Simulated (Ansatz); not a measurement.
The starting structures come from a database of crystals and need not be the phases stable at ambient conditions.

 Where the default PAW files enter, the runs use the earlier of Ansatz's two default sets.

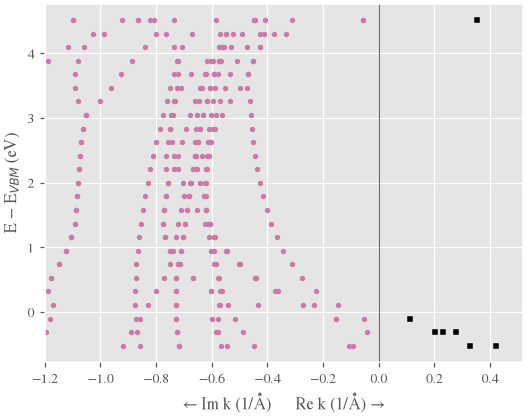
Figure: Complex bands at the centre of the two-dimensional zone; r2SCAN (Ansatz, a first-principles code)

The gap is the functional's own, uncorrected, and κ follows it; spin-orbit coupling is left out. Mid-gap values are interpolated between the computed energies.

Question: This is LaCl₃ (P6_3/m, not sure to be the ambient phase, 8 atoms a cell, 26.9 Å³ an atom) along the normal of (100). Read off the slowest decay at the centre of the two-dimensional zone at 2.21 eV, the computed energy nearest the middle of the gap.

Answer: κ ≈ 0.44 1/Å, a decay length 1/(2κ) of the density of 1.1 Å.
